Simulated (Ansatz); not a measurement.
# ZnS: a line through an energy map, part 1 of 2

How does the energy of ZnS (P6_3mc, No. 186; 4 atoms in the cell) vary with shift of S3 along [0 0 1], at c/a of the conventional cell at fixed volume = 1.967?

Computed with Ansatz 0.2.0 (DFT PBE, scalar-relativistic, plane waves, PAW, unless a step's input says otherwise).

16 further runs of the same task are left out: 16 set aside as unsound or not needed.

**1. The system as given**

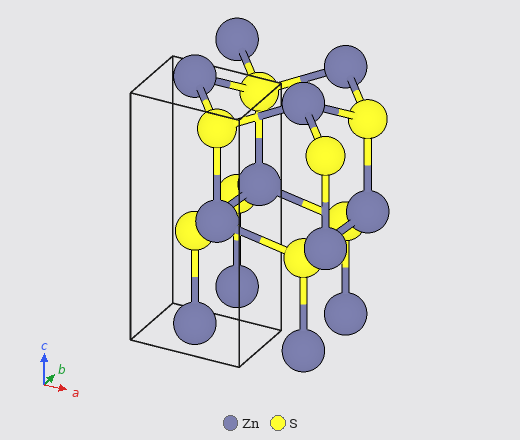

The starting structure, seen slightly off an axis (zinc blue, sulfur yellow). 2×2×1 cells are drawn.

Coordinates:

```cif
data_structure
_symmetry_space_group_name_H-M 'P6_3mc'
_symmetry_Int_Tables_number 186
_cell_length_a 3.8456
_cell_length_b 3.8456
_cell_length_c 6.3037
_cell_angle_alpha 90.000
_cell_angle_beta 90.000
_cell_angle_gamma 120.000
_cell_volume 80.73
loop_
_atom_site_label
_atom_site_type_symbol
_atom_site_symmetry_multiplicity
_atom_site_Wyckoff_symbol
_atom_site_fract_x
_atom_site_fract_y
_atom_site_fract_z
_atom_site_occupancy
Zn1 Zn 2 b 0.33333 0.66667 0.00520 1
S1 S 2 b 0.33333 0.66667 0.37980 1
```

This cell was relaxed beforehand with the same method: volume 20.18 Å³/atom, gap on the mesh 2.08 eV.

**2. What is varied**

Atoms count from 1 in the order of the input.

The energy is mapped over a free internal coordinate and the cell.

The axes are (1) shift of S3 along [0 0 1], its symmetry partners moved as symmetry demands (measured in the relaxed cell): 7 values from −0.250 Å; (2) c/a of the conventional cell at fixed volume: 7 values from 1.311 to 1.967.

Nothing else is relaxed (all other coordinates fixed). Energies count from the relaxed crystal. Points are written as (first, second).

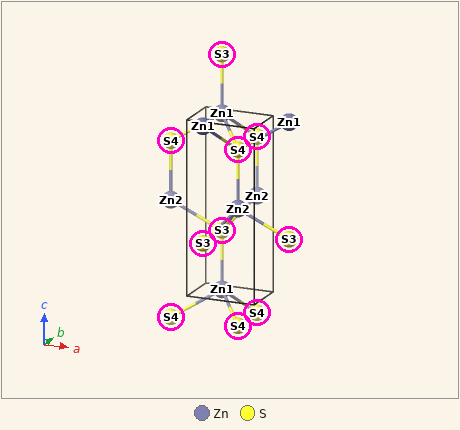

The geometry at (−0.250 Å, 1.967). Rings mark the moved atoms.

**3. Grid point (−0.250 Å, 1.967)**

Contents of input.yaml:

```yaml
crystal:
  lattice:
    - [3.618788755, 0.0, 0.0]
    - [-1.8093943775, 3.1339629928, 0.0]
    - [0.0, 0.0, 7.11851936]
  atoms:
    - { symbol: Zn, position: [0.3333333333, 0.6666666667, 0.0052003725] }
    - { symbol: Zn, position: [0.6666666667, 0.3333333333, 0.5052003725] }
    - { symbol: S, position: [0.3333333333, 0.6666666667, 0.340140535] }
    - { symbol: S, position: [0.6666666667, 0.3333333333, 0.840140535] }
basis:
  ecutwfc: 520.0
kpoints:
  mp_grid: { grid: [9, 9, 4] }
hamiltonian:
  xc: pbe
scf:
  occupations: { method: gaussian, width: 0.05 }
output:
  forces: true
  stress: true
  eigenvalues: true
```

Launch:

```console
ansatz run input.yaml --threads 1 --pin off --max-ram 2048MiB --backend cpu --events-out ev --progress --plain --runs-dir out
```

The program printed, cut to the lines that bear on the results:

```text
Warning: RAYON_NUM_THREADS=1 ignored (pool sized by the plan → 1); use --threads N
[...]
Pseudopotentials: kind: paw
Pseudopotential: Zn, paw, valence charge 12, recommended cutoff 420 eV (normal), Zn.paw.azcp
Pseudopotential: S, paw, valence charge 6, recommended cutoff 420 eV (normal), S.paw.azcp
Functional definition: PBE
[...]
Crystal: 4 atoms, lattice volume = 80.732 Å³
Basis set: ecut = 520 eV, 2163 PW (Γ), exchange–correlation on 54×54×108 points (8 copies of the dense FFT grid, shifted against one another)
Bands: 22, of which v1, the nominal top of the filled ones, is band 18 counted from 1 (17 counted from 0)
Symmetry: 12 space group operations
Space group: P63mc (ITA 186), of the structure as read, at distance tolerance 4.3e-5 Å
k-points: 36 of 324 (time reversal used)
[...]
SCF iter   1: F=—  HF=-8444.824881 eV  |F-HF|=—  |Δ(HF+E_count)|=         —  Δρ=1.04e-3  dr2=6.12e-4  ethr=1.77e-3  ⟨swp⟩=5.6  Hψ=3618  notcnv=0
[...]
SCF iter   7: F=-8444.826078 eV  HF=-8444.826078 eV  |F-HF|=5.23e-9  |Δ(HF+E_count)|=   2.03e-7  Δρ=4.50e-6  dr2=1.59e-8  ethr=2.78e-10  ⟨swp⟩=5.0  Hψ=3535  notcnv=0
[...]
SCF converged after 7 iterations
Free energy (F): -8444.826078 eV
[...]
E sigma→0 (E₀):  -8444.826078 eV
Fermi energy:    6.336779 eV
[...]
--- Forces (eV/Å), atoms counted from 1 ---
  atom   1  Zn    -0.00000000     0.00000000    -0.60687168
  atom   2  Zn     0.00000000    -0.00000000    -0.60687168
  atom   3  S     -0.00000000     0.00000000     0.60688370
  atom   4  S      0.00000000    -0.00000000     0.60688370
[...]
--- Stress (GPa, compression-positive) ---
        4.264214       0.000000       0.000000
        0.000000       4.264214       0.000000
        0.000000       0.000000     -12.789002
  P = ⅓ Tr σ = -1.4202 GPa (-14.202 kbar)
--- Band table (eV; the first three rows and the last of 36) ---
  k-point 0: bands = ["-7.3632", "-6.7111", "-0.8518", "-0.6617", "-0.6617", "-0.5945", "-0.5945", "-0.3610", "-0.3610", "-0.3550", "-0.3200", "-0.3200", "-0.1713", "4.4559", "5.4110", "5.4110", "6.0032", "6.0032", "6.6678", "10.2790", "11.6808", "12.9120"]
[...]
```

Wall time 6.5 s (1 thread of Arm Neoverse V2, shared host); peak memory 0.34 GiB.

On the map this point reads 159 meV/atom.

**4. The run at (−0.167 Å, 1.967)**

Changes to input.yaml since step 3:

```diff
@@ -8,4 +8,4 @@
     - { symbol: Zn, position: [0.6666666667, 0.3333333333, 0.5052003725] }
-    - { symbol: S, position: [0.3333333333, 0.6666666667, 0.340140535] }
-    - { symbol: S, position: [0.6666666667, 0.3333333333, 0.840140535] }
+    - { symbol: S, position: [0.3333333333, 0.6666666667, 0.3533549446] }
+    - { symbol: S, position: [0.6666666667, 0.3333333333, 0.8533549446] }
 basis:
```

Launch:

```console
ansatz run input.yaml --threads 1 --pin off --max-ram 2048MiB --backend cpu --events-out ev --progress --plain --runs-dir out
```

The program printed, cut to the lines that bear on the results:

```text
[...]
SCF converged after 7 iterations
Free energy (F): -8444.898310 eV
[...]
E sigma→0 (E₀):  -8444.898310 eV
Fermi energy:    6.348663 eV
[...]
--- Forces (eV/Å), atoms counted from 1 ---
  atom   1  Zn     0.00000000     0.00000000    -0.18073220
  atom   2  Zn    -0.00000000    -0.00000000    -0.18073220
  atom   3  S      0.00000000     0.00000000     0.18072418
  atom   4  S      0.00000000    -0.00000000     0.18072418
[...]
--- Stress (GPa, compression-positive) ---
        5.662222       0.000000      -0.000000
        0.000000       5.662222      -0.000000
       -0.000000       0.000000     -12.401221
  P = ⅓ Tr σ = -0.3589 GPa (-3.589 kbar)
--- Band table (eV; the first three rows and the last of 36) ---
  k-point 0: bands = ["-7.4156", "-6.8087", "-0.8016", "-0.6900", "-0.6900", "-0.6312", "-0.6312", "-0.3624", "-0.3303", "-0.3303", "-0.2930", "-0.2930", "0.0954", "4.6031", "5.4053", "5.4053", "5.9437", "5.9437", "6.7515", "10.1405", "11.5153", "12.8598"]
[...]
```

It took 6.3 s on 1 thread of Arm Neoverse V2, shared host; peak memory 0.34 GiB.

Energy on the map's scale: 141 meV/atom.

**5. Grid point (−0.083 Å, 1.967)**

Changes to input.yaml since step 4:

```diff
@@ -8,4 +8,4 @@
     - { symbol: Zn, position: [0.6666666667, 0.3333333333, 0.5052003725] }
-    - { symbol: S, position: [0.3333333333, 0.6666666667, 0.3533549446] }
-    - { symbol: S, position: [0.6666666667, 0.3333333333, 0.8533549446] }
+    - { symbol: S, position: [0.3333333333, 0.6666666667, 0.3665852179] }
+    - { symbol: S, position: [0.6666666667, 0.3333333333, 0.8665852179] }
 basis:
```

Launch:

```console
ansatz run input.yaml --threads 1 --pin off --max-ram 2048MiB --backend cpu --events-out ev --progress --plain --runs-dir out
```

The program printed, cut to the lines that bear on the results:

```text
Warning: RAYON_NUM_THREADS=1 ignored (pool sized by the plan → 1); use --threads N
[...]
Pseudopotentials: kind: paw
Pseudopotential: Zn, paw, valence charge 12, recommended cutoff 420 eV (normal), Zn.paw.azcp
Pseudopotential: S, paw, valence charge 6, recommended cutoff 420 eV (normal), S.paw.azcp
Functional definition: PBE
[...]
Crystal: 4 atoms, lattice volume = 80.732 Å³
Basis set: ecut = 520 eV, 2163 PW (Γ), exchange–correlation on 54×54×108 points (8 copies of the dense FFT grid, shifted against one another)
Bands: 22, of which v1, the nominal top of the filled ones, is band 18 counted from 1 (17 counted from 0)
Symmetry: 12 space group operations
Space group: P63mc (ITA 186), of the structure as read, at distance tolerance 4.3e-5 Å
k-points: 36 of 324 (time reversal used)
[...]
SCF iter   1: F=—  HF=-8444.899497 eV  |F-HF|=—  |Δ(HF+E_count)|=         —  Δρ=1.07e-3  dr2=6.87e-4  ethr=1.77e-3  ⟨swp⟩=5.7  Hψ=3679  notcnv=0
[...]
SCF iter   7: F=-8444.900269 eV  HF=-8444.900269 eV  |F-HF|=7.13e-9  |Δ(HF+E_count)|=   2.78e-7  Δρ=5.86e-6  dr2=2.96e-8  ethr=2.78e-10  ⟨swp⟩=5.0  Hψ=3613  notcnv=0
[...]
SCF converged after 7 iterations
Free energy (F): -8444.900269 eV
[...]
E sigma→0 (E₀):  -8444.900269 eV
Fermi energy:    6.387572 eV
[...]
--- Forces (eV/Å), atoms counted from 1 ---
  atom   1  Zn     0.00000000     0.00000000     0.14596778
  atom   2  Zn     0.00000000    -0.00000000     0.14596778
  atom   3  S      0.00000000     0.00000000    -0.14597299
  atom   4  S      0.00000000    -0.00000000    -0.14597299
[...]
--- Stress (GPa, compression-positive) ---
        7.411480       0.000000       0.000000
       -0.000000       7.411480       0.000000
       -0.000000       0.000000     -11.025831
  P = ⅓ Tr σ = 1.2657 GPa (12.657 kbar)
--- Band table (eV; the first three rows and the last of 36) ---
[... band rows left out ...]
[...]
```

It took 6.8 s on 1 thread of Arm Neoverse V2, shared host; peak memory 0.34 GiB.

That is 141 meV/atom from the zero.

**6. The run at (0.000 Å, 1.967)**

Changes to input.yaml since step 5:

```diff
@@ -8,4 +8,4 @@
     - { symbol: Zn, position: [0.6666666667, 0.3333333333, 0.5052003725] }
-    - { symbol: S, position: [0.3333333333, 0.6666666667, 0.3665852179] }
-    - { symbol: S, position: [0.6666666667, 0.3333333333, 0.8665852179] }
+    - { symbol: S, position: [0.3333333333, 0.6666666667, 0.3797996275] }
+    - { symbol: S, position: [0.6666666667, 0.3333333333, 0.8797996275] }
 basis:
```

Launch:

```console
ansatz run input.yaml --threads 1 --pin off --max-ram 2048MiB --backend cpu --events-out ev --progress --plain --runs-dir out
```

The program printed, cut to the lines that bear on the results:

```text
Warning: RAYON_NUM_THREADS=1 ignored (pool sized by the plan → 1); use --threads N
[...]
Pseudopotentials: kind: paw
Pseudopotential: Zn, paw, valence charge 12, recommended cutoff 420 eV (normal), Zn.paw.azcp
Pseudopotential: S, paw, valence charge 6, recommended cutoff 420 eV (normal), S.paw.azcp
Functional definition: PBE
[...]
Crystal: 4 atoms, lattice volume = 80.732 Å³
Basis set: ecut = 520 eV, 2163 PW (Γ), exchange–correlation on 54×54×108 points (8 copies of the dense FFT grid, shifted against one another)
Bands: 22, of which v1, the nominal top of the filled ones, is band 18 counted from 1 (17 counted from 0)
Symmetry: 12 space group operations
Space group: P63mc (ITA 186), of the structure as read, at distance tolerance 4.3e-5 Å
k-points: 36 of 324 (time reversal used)
[...]
SCF iter   1: F=—  HF=-8444.847378 eV  |F-HF|=—  |Δ(HF+E_count)|=         —  Δρ=1.11e-3  dr2=7.71e-4  ethr=1.77e-3  ⟨swp⟩=5.9  Hψ=3809  notcnv=0
[...]
SCF iter   7: F=-8444.847899 eV  HF=-8444.847899 eV  |F-HF|=5.88e-9  |Δ(HF+E_count)|=   3.31e-7  Δρ=6.20e-6  dr2=3.33e-8  ethr=2.78e-10  ⟨swp⟩=5.1  Hψ=3594  notcnv=0
[...]
SCF converged after 7 iterations
Free energy (F): -8444.847899 eV
[...]
E sigma→0 (E₀):  -8444.847899 eV
Fermi energy:    6.454205 eV
[...]
--- Forces (eV/Å), atoms counted from 1 ---
  atom   1  Zn     0.00000000     0.00000000     0.40042505
  atom   2  Zn    -0.00000000    -0.00000000     0.40042505
  atom   3  S      0.00000000     0.00000000    -0.40043070
  atom   4  S      0.00000000    -0.00000000    -0.40043070
[...]
--- Stress (GPa, compression-positive) ---
        9.478114       0.000000       0.000000
        0.000000       9.478114       0.000000
       -0.000000      -0.000000      -9.106166
  P = ⅓ Tr σ = 3.2834 GPa (32.834 kbar)
--- Band table (eV; the first three rows and the last of 36) ---
[... band rows left out ...]
[...]
```

Wall time 6.2 s (1 thread of Arm Neoverse V2, shared host); peak memory 0.34 GiB.

That is 154 meV/atom from the zero.

(Continued in part 2 of 2.)
